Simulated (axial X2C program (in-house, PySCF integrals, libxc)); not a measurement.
# NbBr: properties at the nuclei

Aim: properties at the nuclei of NbBr, with spin–orbit coupling in the Hamiltonian from the start.

Method: two-component X2C with atomic mean-field terms, Nb dyall-acv3z, Br dyall-acv3z; program: an in-house X2C program for linear molecules on PySCF integrals.

All values are calculated.

### 1 Set-up

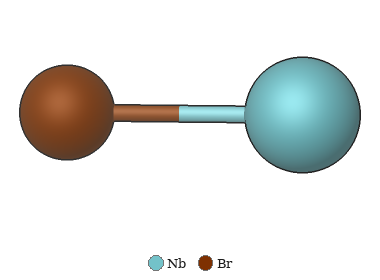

The two atoms at 2.610 Å (niobium teal, bromine brown).

task.json reads:

```json
{"zs": [41, 35], "q": 0, "bas": ["dyall-acv3z", "dyall-acv3z"], "r0": 2.61, "levels": ["PBE0", "HF", "B3LYP"], "nst": 1, "ff": 1, "thr": -3.5, "nmax": 130, "opt": {"ecut": 60}}
```

Keys: zs atomic numbers; q charge; bas basis sets; r0 starting distance in Å; levels methods (HF also brings MP2); nst determinants followed; ff finite-field run; thr threshold in hartree for freezing inner shells (an s shell follows its p shell); nmax most natural virtual spinors; ecut virtual cutoff in hartree.

On the command line:

```sh
python soeom.py task.json out
```

Nuclei are Gaussian, cores are contracted, and the Gaunt term is on.

### 2 Expectation values, lowest determinant

R = 2.439 Å. State: Ω = 1 (excess of +ω over −ω: ω = -3/2, ω = 5/2).

Output of the PBE0 run:

```text
two-component X2C + atomic mean field  PBE0
basis functions 281  fitting functions 1389  grid points 5802
iter        total energy     max residual
   1      -6422.836480108     7.08e-05
   2      -6422.836480116     4.13e-05
   3      -6422.836480136     1.54e-05
   4      -6422.836480138     5.22e-06
converged
one-electron -9511.21132103  Coulomb 2992.04401664  exact exchange -52.22284334  xc functional -160.05441609  nuclear repulsion 311.34452549  atomic mean-field constant -2.73644182
```

The highest occupied spinor is 76% Nb d, 12% Br p, 5% Nb p.

| level | Eeff magnitude (GV/cm) | Ws magnitude Nb (kHz) | A∥/gI Nb (MHz) | qzz Nb (a.u.) | A∥/gI Br (MHz) | qzz Br (a.u.) | μ (D) |
| --- | --- | --- | --- | --- | --- | --- | --- |
| PBE0 | 0.404 | 0.363 | 813 | 0.79 | -148 | 1.45 | -3.93 |
| HF | 0.644 | 0.566 | 643 | 0.17 | -122 | 0.95 | -4.88 |
| B3LYP | 0.795 | 0.496 | 909 | 0.89 | -135 | 1.42 | -3.69 |

Eeff is the effective electric field on the electron dipole moment in this Ω state and Ws the scalar–pseudoscalar constant (defined with the proton number Z and per Ω); A∥ is the parallel hyperfine constant, which follows by multiplying with the nuclear g factor gI = μI/(I μN); qzz is the electric field gradient, eQq0 = 234.96 MHz × Q/barn × qzz; μ is positive if Br is the positive end. The operators were transformed with the bare-nucleus X2C matrices.

### 3 Finite-field coupled cluster

Output:

```text
two-component X2C + atomic mean field  HF
basis functions 281  fitting functions 1389  grid points 5802
iter        total energy     max residual
   1      -6419.450594061     3.59e-01
   2      -6419.484247416     1.02e-02
   3      -6419.486190193     2.61e-02
   4      -6419.486684048     3.47e-03
   5      -6419.486743939     1.68e-03
   6      -6419.486768102     1.54e-03
   7      -6419.486785563     5.18e-04
   8      -6419.486794507     2.70e-04
   9      -6419.486799531     4.51e-04
  10      -6419.486801901     2.07e-04
  11      -6419.486802714     5.96e-05
  12      -6419.486802893     4.61e-05
  13      -6419.486802927     2.17e-05
  14      -6419.486802935     7.18e-06
  15      -6419.486802939     7.89e-06
  16      -6419.486802941     4.94e-06
  17      -6419.486802941     1.56e-06
converged
one-electron -9510.40202854  Coulomb 2991.32017013  exact exchange -209.01302820  xc functional 0.00000000  nuclear repulsion 311.34452549  atomic mean-field constant -2.73644182
correlated 30  virtual 438  natural virtual 130  E(MP2) -1.029040262  MP2 remainder -0.115358211
iter   CCSD correlation   residual
   1     -0.879153475   1.25e-01
   2     -0.892977461   4.68e-02
   3     -0.895886463   2.01e-02
   4     -0.895562461   9.36e-03
   5     -0.895657237   4.04e-03
   6     -0.895680858   1.24e-03
   7     -0.895675679   5.49e-04
   8     -0.895680434   2.38e-04
   9     -0.895672991   1.17e-04
  10     -0.895673860   6.30e-05
  11     -0.895673195   3.87e-05
  12     -0.895673547   2.03e-05
  13     -0.895673669   1.05e-05
  14     -0.895673718   5.23e-06
  15     -0.895673693   2.45e-06
  16     -0.895673691   1.36e-06
(T) -0.021963005  T1 0.0155  D1 0.0434  max T2 0.044
```

T1 in the output is the amplitude norm over the root of the electron number; divide by √2 for the Lee–Taylor value.

30 electrons correlated in 130 natural virtual spinors, MP2 remainder added; T1 = 0.011.

| level | Eeff magnitude (GV/cm) | Ws magnitude Nb (kHz) | A∥/gI Nb (MHz) | qzz Nb (a.u.) | A∥/gI Br (MHz) | μ (D) |
| --- | --- | --- | --- | --- | --- | --- |
| HF | 0.644 | 0.566 | 643 | 0.17 | -122 | -4.88 |
| MP2 | 0.231 | 0.298 | 731 | 0.56 | -128 | -4.42 |
| CCSD | 0.59 | 0.454 | 780 | 0.45 | -125 | -4.39 |
| CCSD(T) | 0.746 | 0.505 | 806 | 0.50 | -127 | -4.11 |

### 4 What came out

| quantity | value |
| --- | --- |
| lowest determinant | Ω = 1 (excess of +ω over −ω: ω = -3/2, ω = 5/2) |
| Eeff magnitude (GV/cm), PBE0 | 0.404 |
| Ws magnitude Nb (kHz), PBE0 | 0.363 |
| A∥/gI Nb (MHz), PBE0 | 813 |
| qzz Nb (a.u.), PBE0 | 0.79 |
| Eeff magnitude (GV/cm), CCSD(T) | 0.746 |
| Ws magnitude Nb (kHz), CCSD(T) | 0.505 |
| A∥/gI Nb (MHz), CCSD(T) | 806 |
| qzz Nb (a.u.), CCSD(T) | 0.50 |

**Reading.** In the first state, the effective field runs from 0.404 to 0.795 GV/cm over the mean-field levels. The expectation values come from single determinants, which for open shells can mix terms of unlike spin or miss the lowest Ω, so a determinant need not be a state. Eeff is the effective electric field on the electron dipole moment in this Ω state and Ws the scalar–pseudoscalar constant (defined with the proton number Z and per Ω); A∥ is the parallel hyperfine constant, which follows by multiplying with the nuclear g factor gI = μI/(I μN); qzz is the electric field gradient, eQq0 = 234.96 MHz × Q/barn × qzz; μ is positive if Br is the positive end. The operators were transformed with the bare-nucleus X2C matrices. Correlation of the inner shells is missing, which matters for properties at the nucleus.
